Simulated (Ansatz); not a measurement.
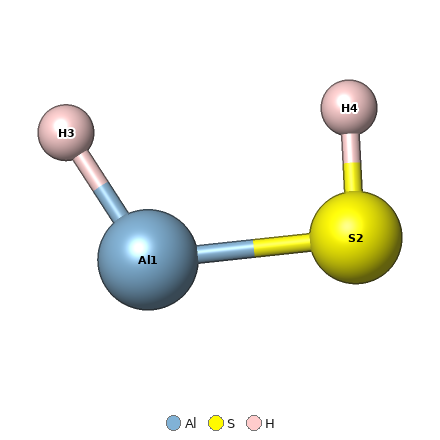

The system is AlH₂S, SMILES [AlH][SH], spin multiplicity 2; the picture shows the grid point nearest to the relaxed geometry. 
- Two internal coordinates are moved rigidly from the geometry relaxed at PBE0-D4/def2-TZVP, all others fixed.
- First axis: bond S2–H4. Second axis: angle Al1–S2–H4.
- Grid: 7 × 7 points.
- Points are written as (first, second).
- All energies are given in kcal/mol relative to the lowest grid point.
- Method: UKS PBE-D4/def2-TZVPP in Ansatz 0.2.0.

Its coordinates:

```xyz
4

Al    0.4092   -1.1138   -0.0335
S     0.9150    0.9611   -0.5587
H    -1.0163   -1.3512    0.6573
H    -0.2752    1.4522   -0.0760
```

Range: bond S2–H4 from 1.211 to 1.615 Å; angle Al1–S2–H4 from 63 to 123°.

### What landscape does the calculation give?

The lowest grid point is at (1.375 Å, 93°). No other kind of well shows on this grid. The highest grid point, (1.615 Å, 123°), lies 17.6 kcal/mol above the lowest. Round the minimum the two coordinates are nearly uncoupled.

| angle Al1–S2–H4 ↓, bond S2–H4 → | 1.211 | 1.250 | 1.308 | 1.375 | 1.449 | 1.529 | 1.615 |
| --- | --- | --- | --- | --- | --- | --- | --- |
| 123 | 13.4 | 9.6 | 6.5 | 6.0 | 7.9 | 11.9 | 17.6 |
| 113 | 10.2 | 6.4 | 3.3 | 2.8 | 4.7 | 8.8 | 14.6 |
| 103 | 8.2 | 4.4 | 1.3 | 0.7 | 2.7 | 6.9 | 12.8 |
| 93 | 7.6 | 3.7 | 0.6 | 0.0 | 2.0 | 6.2 | 12.2 |
| 83 | 8.4 | 4.5 | 1.3 | 0.6 | 2.5 | 6.7 | 12.7 |
| 73 | 10.8 | 6.8 | 3.4 | 2.6 | 4.3 | 8.2 | 14.0 |
| 63 | 15.1 | 11.0 | 7.4 | 6.3 | 7.5 | 10.9 | 16.0 |

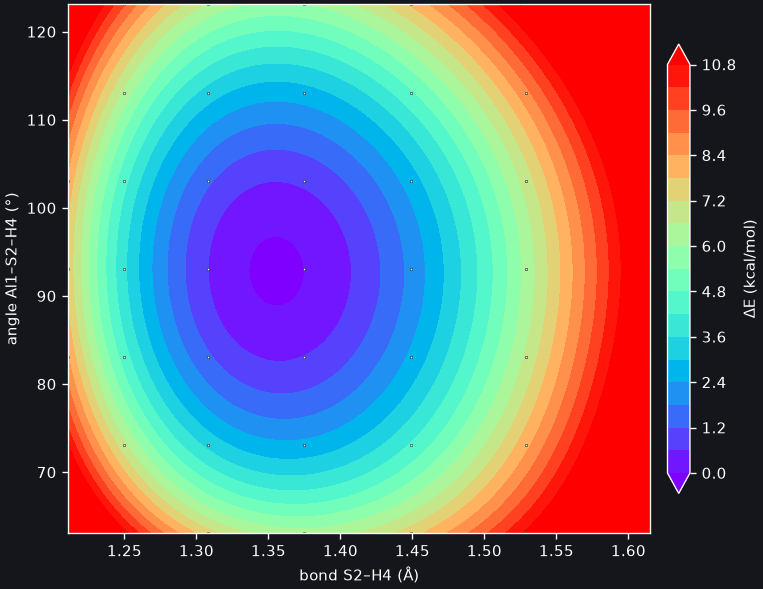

The picture shows filled contours, dots at the grid points, one colour for all values above the top of the scale. Between grid points the surface is interpolated.
